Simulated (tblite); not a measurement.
## Run report: C4H7FO2Si, geometry relaxation

C4H7FO2Si, computed with GFN2-xTB geometry optimisation, gas phase (tblite 0.8.0).

It belongs to a series of runs on one base structure; here: constitutional isomer.

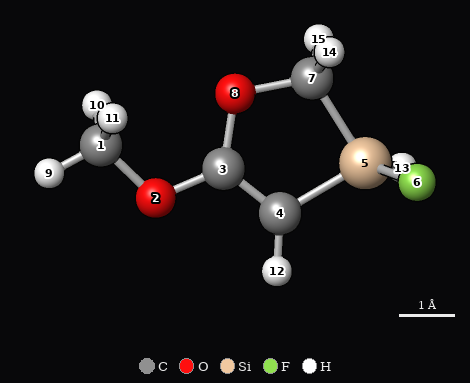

*The input geometry (ball-and-stick view, seen on its broad side; atoms are numbered from 1 in the order of the input).*

Results in brief:

| quantity | value |
| --- | --- |
| outcome | converged |
| total energy | −728.3739 eV |
| hardware | 1 CPU thread, shared host |
| peak memory | 0.18 GiB |

Input file:
```
{"job": {"kind": "relax", "xc": "GFN2-xTB", "basis": "xTB"}, "charge": 0, "multiplicity": 1}
C      2.611400     0.455200    -0.436900
O      1.640700    -0.505800    -0.859800
C      0.403200    -0.310400    -0.304500
C     -0.611000    -1.112500    -0.674600
Si    -2.169600    -0.677700     0.180900
F     -3.241000    -0.128100    -0.884900
C     -1.236800     0.739900     0.990600
O      0.171100     0.733900     0.614200
H      3.557700     0.220700    -0.924700
H      2.756800     0.413800     0.651300
H      2.298800     1.463200    -0.746400
H     -0.535700    -1.941400    -1.361900
H     -2.714200    -1.712200     1.099800
H     -1.651000     1.704700     0.699000
H     -1.284900     0.664600     2.087000
```

The first line tells a small driver script what to run in tblite; the rest is the geometry in Å.

Launch command:
```bash
OMP_NUM_THREADS=1 python <driver script> task.json out
```

Log:
```
step      E/eV     max force
  0    -728.00960    2.211
  1    -728.13585    1.030
  2    -728.20324    0.834
  3    -728.23185    0.626
  4    -728.28768    0.642
  5    -728.31931    0.469
  6    -728.33674    0.315
  7    -728.34548    0.177
  8    -728.35053    0.180
  9    -728.35413    0.143
 10    -728.35736    0.145
 11    -728.36084    0.157
 12    -728.36447    0.140
 13    -728.36702    0.140
 14    -728.36817    0.090
 15    -728.36878    0.077
 16    -728.36935    0.063
 17    -728.36988    0.066
 18    -728.37031    0.047
 19    -728.37066    0.054
 20    -728.37106    0.065
 21    -728.37153    0.067
 22    -728.37200    0.058
 23    -728.37235    0.040
 24    -728.37263    0.049
 25    -728.37291    0.053
 26    -728.37321    0.044
 27    -728.37344    0.027
 28    -728.37356    0.023
 29    -728.37364    0.017
 30    -728.37369    0.022
 31    -728.37374    0.017
 32    -728.37378    0.016
 33    -728.37381    0.013
 34    -728.37384    0.013
 35    -728.37386    0.011
 36    -728.37387    0.007
```

Trajectory as extended XYZ (Å, eV, eV/Å), 7 of the 37 frames kept, from step=0 to step=36:
```
15
Properties=species:S:1:pos:R:3:forces:R:3 step=0 energy=-728.00960
C     2.6114    0.4552   -0.4369   -0.0140  -0.0080  -0.1240
O     1.6407   -0.5058   -0.8598   -0.6020   1.1990   1.2870
C     0.4032   -0.3104   -0.3045    0.3500   0.2050  -0.1300
C    -0.6110   -1.1125   -0.6746   -0.1350  -0.4350  -0.1760
Si   -2.1696   -0.6777    0.1809    0.0730  -0.8870   0.1520
F    -3.2410   -0.1281   -0.8849   -0.4150   0.0410   0.1060
C    -1.2368    0.7399    0.9906    0.6720   0.6340   0.6940
O     0.1711    0.7339    0.6142   -0.5280  -1.7470  -1.2480
H     3.5577    0.2207   -0.9247   -0.1450  -0.1680  -0.0710
H     2.7568    0.4138    0.6513   -0.1320   0.0820  -0.2130
H     2.2988    1.4632   -0.7464    0.0550  -0.1820   0.2080
H    -0.5357   -1.9414   -1.3619    0.5400   0.3140   0.0890
H    -2.7142   -1.7122    1.0998   -0.0840   0.5800  -0.3970
H    -1.6510    1.7047    0.6990    0.1470   0.1590   0.0680
H    -1.2849    0.6646    2.0870    0.2180   0.2110  -0.2470
15
Properties=species:S:1:pos:R:3:forces:R:3 step=6 energy=-728.33674
C     2.6033    0.4884   -0.4125   -0.1650  -0.1270  -0.0280
O     1.6086   -0.4520   -0.7906    0.0620  -0.0500  -0.1440
C     0.3582   -0.3384   -0.3303    0.1890  -0.0210   0.0640
C    -0.6231   -1.1861   -0.7105    0.2560   0.1840  -0.0090
Si   -2.1564   -0.7089    0.1661   -0.0360  -0.1530  -0.0080
F    -3.3029   -0.1406   -0.8133   -0.2530   0.0810   0.0100
C    -1.2264    0.7385    0.9956    0.1170   0.0930   0.0770
O     0.1341    0.6506    0.5588    0.1240   0.0120  -0.0850
H     3.5066    0.1746   -0.9430   -0.1440   0.0810   0.1070
H     2.7653    0.4540    0.6669    0.0310   0.0810   0.0010
H     2.3176    1.4994   -0.7145    0.0290  -0.0260   0.0560
H    -0.4124   -1.9633   -1.4136    0.0230  -0.0600  -0.0200
H    -2.7802   -1.6466    1.0722   -0.1990   0.0000   0.0950
H    -1.5905    1.7286    0.7103   -0.0260  -0.0310  -0.0510
H    -1.2061    0.7098    2.0878   -0.0080  -0.0660  -0.0650
15
Properties=species:S:1:pos:R:3:forces:R:3 step=12 energy=-728.36447
C     2.5930    0.4885   -0.4058    0.0220  -0.0170  -0.0350
O     1.6221   -0.4570   -0.8062    0.0200  -0.0650  -0.0060
C     0.3807   -0.3455   -0.3324   -0.0680   0.0320  -0.0380
C    -0.6097   -1.1791   -0.7199    0.0530   0.0300   0.0350
Si   -2.1570   -0.7252    0.1552   -0.0260   0.0640   0.1200
F    -3.3520   -0.1371   -0.7669   -0.0040   0.0060   0.0440
C    -1.2026    0.7300    0.9803   -0.0680   0.0010   0.0490
O     0.1602    0.6513    0.5430   -0.0710   0.0080   0.0280
H     3.4958    0.1870   -0.9286    0.1220   0.0460   0.0010
H     2.7578    0.4688    0.6714   -0.0280  -0.0450   0.0900
H     2.3101    1.4990   -0.6991   -0.0570   0.0810  -0.0370
H    -0.3883   -1.9636   -1.4097    0.0020  -0.1120  -0.0840
H    -2.8406   -1.6198    1.0790    0.0160   0.0740  -0.0450
H    -1.5829    1.7158    0.6959    0.0490  -0.0680  -0.0330
H    -1.1912    0.6949    2.0730    0.0380  -0.0350  -0.0890
15
Properties=species:S:1:pos:R:3:forces:R:3 step=18 energy=-728.37031
C     2.5943    0.4909   -0.4044   -0.0010   0.0140   0.0180
O     1.6298   -0.4625   -0.8082   -0.0050  -0.0030  -0.0220
C     0.3833   -0.3459   -0.3418   -0.0020  -0.0380  -0.0020
C    -0.6061   -1.1842   -0.7229   -0.0420  -0.0190  -0.0070
Si   -2.1547   -0.7230    0.1585   -0.0060  -0.0140  -0.0210
F    -3.3645   -0.1306   -0.7430    0.0280   0.0170   0.0060
C    -1.2005    0.7264    0.9773    0.0240  -0.0170  -0.0300
O     0.1603    0.6494    0.5359    0.0270  -0.0110  -0.0260
H     3.5129    0.2093   -0.9159   -0.0060   0.0060   0.0080
H     2.7461    0.4627    0.6767   -0.0140   0.0140   0.0200
H     2.2983    1.5000   -0.6992   -0.0160   0.0080   0.0150
H    -0.3901   -1.9753   -1.4138   -0.0190   0.0110   0.0170
H    -2.8556   -1.6011    1.0800    0.0270   0.0040   0.0080
H    -1.5774    1.7081    0.6832    0.0010  -0.0020   0.0330
H    -1.1807    0.6837    2.0668    0.0040   0.0300  -0.0170
15
Properties=species:S:1:pos:R:3:forces:R:3 step=24 energy=-728.37263
C     2.5870    0.4948   -0.3974   -0.0070   0.0070   0.0040
O     1.6342   -0.4667   -0.8171   -0.0010   0.0070   0.0140
C     0.3851   -0.3598   -0.3522    0.0020   0.0230  -0.0150
C    -0.6093   -1.1951   -0.7283   -0.0020  -0.0070  -0.0040
Si   -2.1529   -0.7231    0.1575    0.0130   0.0000  -0.0130
F    -3.3606   -0.1130   -0.7342    0.0120  -0.0040  -0.0030
C    -1.1917    0.7225    0.9693    0.0110   0.0140   0.0040
O     0.1650    0.6412    0.5200    0.0130   0.0080   0.0060
H     3.5154    0.2288   -0.8999   -0.0260  -0.0180   0.0010
H     2.7294    0.4646    0.6859   -0.0330   0.0000  -0.0170
H     2.2840    1.5029   -0.6907   -0.0200  -0.0120   0.0210
H    -0.4035   -1.9901   -1.4173   -0.0020   0.0070   0.0140
H    -2.8478   -1.5935    1.0892    0.0030  -0.0130   0.0030
H    -1.5711    1.7057    0.6860    0.0120   0.0190  -0.0440
H    -1.1675    0.6888    2.0581    0.0250  -0.0320   0.0280
15
Properties=species:S:1:pos:R:3:forces:R:3 step=30 energy=-728.37369
C     2.5794    0.4965   -0.3935   -0.0090  -0.0070  -0.0020
O     1.6342   -0.4686   -0.8209    0.0000   0.0020  -0.0050
C     0.3850   -0.3621   -0.3586    0.0030   0.0020   0.0010
C    -0.6103   -1.1980   -0.7305    0.0110   0.0080   0.0020
Si   -2.1496   -0.7221    0.1579    0.0010   0.0150   0.0160
F    -3.3546   -0.1063   -0.7323   -0.0060  -0.0060  -0.0080
C    -1.1845    0.7237    0.9670   -0.0010   0.0000   0.0020
O     0.1698    0.6399    0.5132   -0.0070  -0.0010   0.0010
H     3.5098    0.2331   -0.8923   -0.0040   0.0090   0.0070
H     2.7122    0.4649    0.6905   -0.0070  -0.0120  -0.0030
H     2.2703    1.5039   -0.6822   -0.0020  -0.0070  -0.0060
H    -0.4088   -1.9961   -1.4161    0.0120  -0.0030  -0.0050
H    -2.8410   -1.5928    1.0922   -0.0030  -0.0070  -0.0020
H    -1.5620    1.7070    0.6785    0.0090  -0.0050   0.0110
H    -1.1543    0.6850    2.0565    0.0020   0.0110  -0.0100
15
Properties=species:S:1:pos:R:3:forces:R:3 step=36 energy=-728.37387
C     2.5766    0.4958   -0.3931    0.0020  -0.0020  -0.0020
O     1.6335   -0.4691   -0.8238   -0.0020  -0.0010  -0.0060
C     0.3851   -0.3620   -0.3598   -0.0010  -0.0030   0.0030
C    -0.6103   -1.1979   -0.7303    0.0000   0.0010   0.0010
Si   -2.1491   -0.7207    0.1592    0.0010  -0.0040  -0.0010
F    -3.3542   -0.1080   -0.7336    0.0000  -0.0040   0.0010
C    -1.1826    0.7248    0.9671   -0.0020   0.0020   0.0020
O     0.1712    0.6401    0.5123    0.0000   0.0010  -0.0010
H     3.5090    0.2360   -0.8893    0.0060  -0.0030  -0.0020
H     2.7060    0.4608    0.6910   -0.0020   0.0020   0.0040
H     2.2664    1.5024   -0.6822   -0.0010   0.0050   0.0040
H    -0.4063   -1.9959   -1.4156   -0.0020   0.0000  -0.0010
H    -2.8402   -1.5944    1.0914    0.0010   0.0030  -0.0030
H    -1.5585    1.7086    0.6796   -0.0010   0.0030   0.0000
H    -1.1511    0.6876    2.0563    0.0000   0.0010   0.0020
```

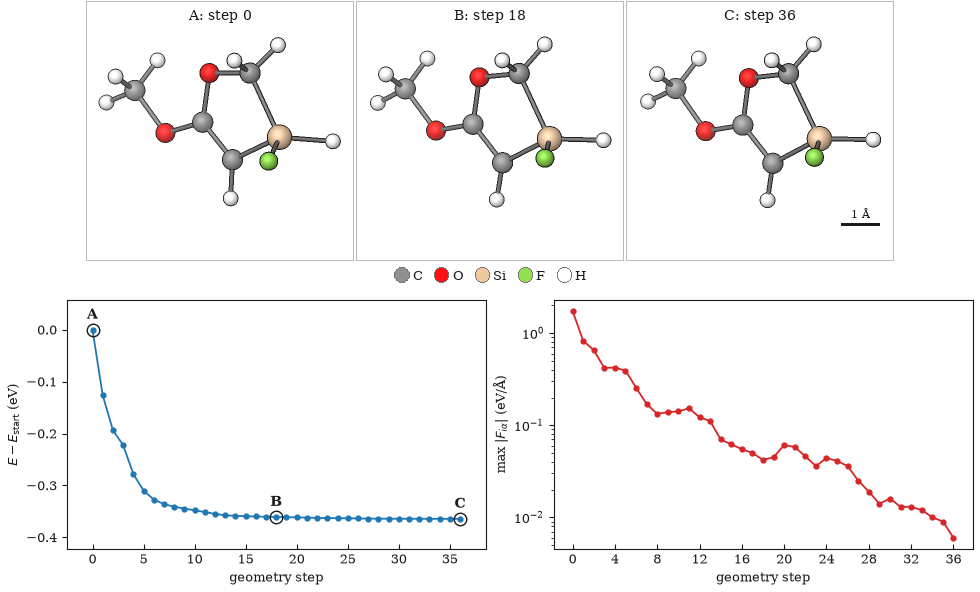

*Frames of the relaxation (ball-and-stick view, seen at a tilt) above the curves, on which the letters mark them (steps are counted from 0).*

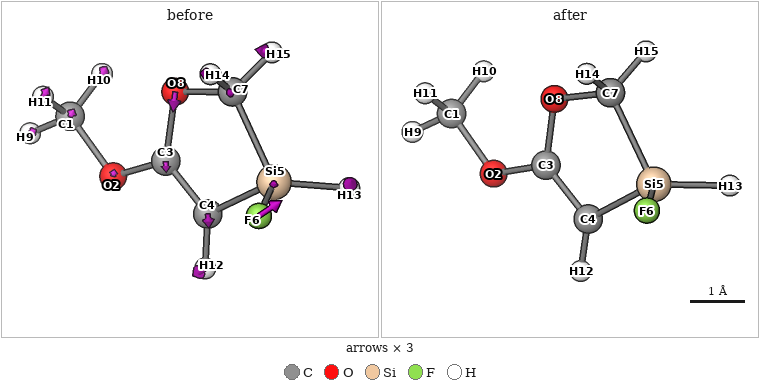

*Before (left) and after (right) the relaxation, at one scale (ball-and-stick view, seen at a tilt). The pink arrows give the displacements, magnified 3 times.*

F6 moves most after the best rigid fit: 0.19 Å. Largest moves by element: F 0.19 Å, H 0.17 Å, O 0.14 Å, C 0.10 Å, Si 0.05 Å. Among the contacts that change: C3–O8 1.410 → 1.346 Å, Si5–C7 1.880 → 1.917 Å, Si5–H13 1.487 → 1.453 Å, O2–C3 1.370 → 1.336 Å. Among the angles that change: F6–Si5–H13 113.8° → 103.1°, Si5–C4–H12 122.6° → 131.4°, C4–Si5–H13 115.8° → 123.5°. The energy falls by 0.364 eV in 36 geometry steps. Largest force component: 1.7 eV/Å at the start, 0.006 eV/Å at the end. (Atoms are counted from 1 in the order of the input.)
